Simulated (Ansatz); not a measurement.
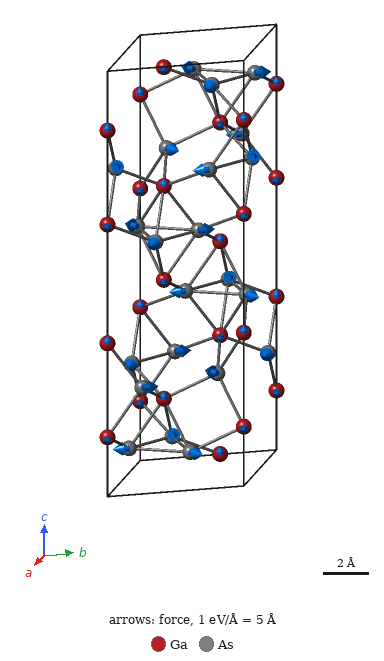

Starting geometry of crystalline Ga$_{2}$As$_{3}$ (built on the corundum_167 type) with the computed forces as blue arrows. The picture is a ball-and-stick view of the conventional cell (3 times the calculation's cell), seen slightly off an axis. Lengths and directions refer to the drawn axes.

Case: corundum type (R-3c, No. 167).

Theory: DFT PBE, scalar-relativistic, plane waves, PAW in Ansatz 0.2.0. Set-up: plane-wave cutoff 420 eV; k-point mesh 6 × 6 × 6; occupations gaussian; smearing width 0.1 eV; no spin polarisation; cell and atoms relaxed; force threshold 0.01 eV/Å; at most 80 steps.

Question: What follows when this structure is relaxed?

Answer: It isn't relaxed: the largest force vector, on As atoms, is 0.15 eV/Å. The final displacements have little in common with the starting forces (cosine between the two patterns −0.15). Over 5 accepted moves (6 points after the start) the energy falls by 8.1 meV per atom. Largest force component: 0.15 eV/Å at the start, 0.007 eV/Å at the end. The pressure goes from −0.15 to 0.04 GPa. At 1 point the geometry stayed and the basis and grid were re-selected for the new cell (energy shift of 0.2 meV per atom at most each time). The largest moves relative to the cell, 0.13 Å, are those of Ga atoms. By element the largest moves are Ga 0.13 Å, As 0.02 Å. The volume changes by +1.4 %, with a = b 6.357 → 6.151 Å (−3.2 %), c 19.687 → 21.330 Å (+8.3 %). Among the contacts that change: As–As 2.802 → 2.746 Å, As–Ga 2.709 → 2.735 Å, As–Ga 2.652 → 2.671 Å. Bond angles that change, for instance: As–Ga–As 103.8° → 97.5°, Ga–As–Ga 90.9° → 85.3°, As–Ga–As 89.1° → 94.7°. The space group stays R-3c (No. 167). Cost: 2.6 min on 1 thread of Intel(R) Xeon(R) 6975P-C (Granite Rapids), on a shared host, peak memory 0.85 GiB.
